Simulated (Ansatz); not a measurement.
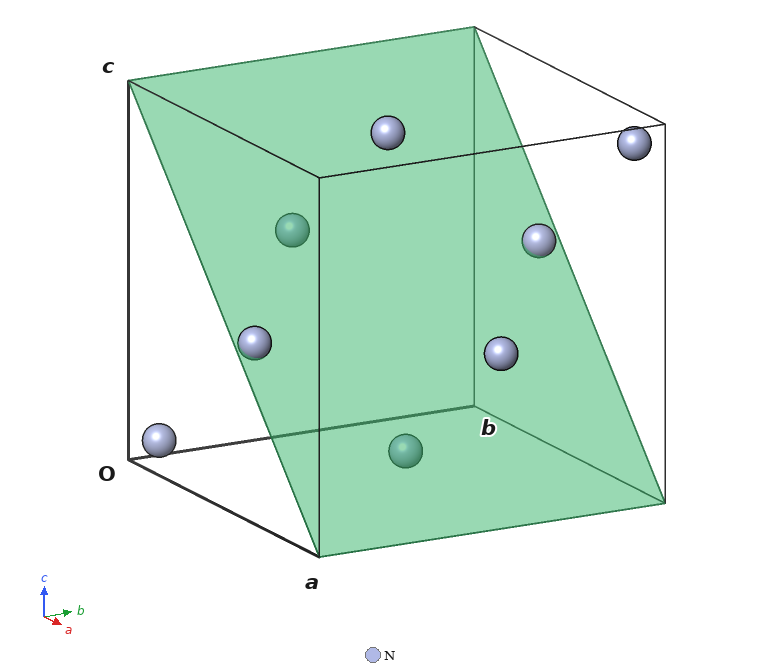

Crystal: N, the input geometry of an electronic-structure calculation (not necessarily at equilibrium). Every member of one family of equally spaced planes, hx + ky + lz = a whole number, that cuts the unit cell is shaded (one member passes through the origin O, touching the cell only at an edge or corner). The drawing is computed from the coordinates (standard cell, symmetry found to 0.002 Å).

a = 5.561 Å, b = 5.561 Å, c = 5.561 Å, α = 90.00°, β = 90.00°, γ = 90.00°.

### Index the planes.

(1 0 1); the opposite sign names the same planes. The member next to the origin meets the axes a at 1, b never, c at 1.

### What is the spacing?

d = 3.932 Å.

### Which atoms of the cell lie in these planes (within 0.03 Å)?

2 of the 8 N.

### The space group is No. 205, Pa-3. How many reflections hkl are equivalent to this one (itself included), and does it occur?

12 reflections are equivalent in the Laue class m-3. The reflection is systematically absent, by a glide plane.
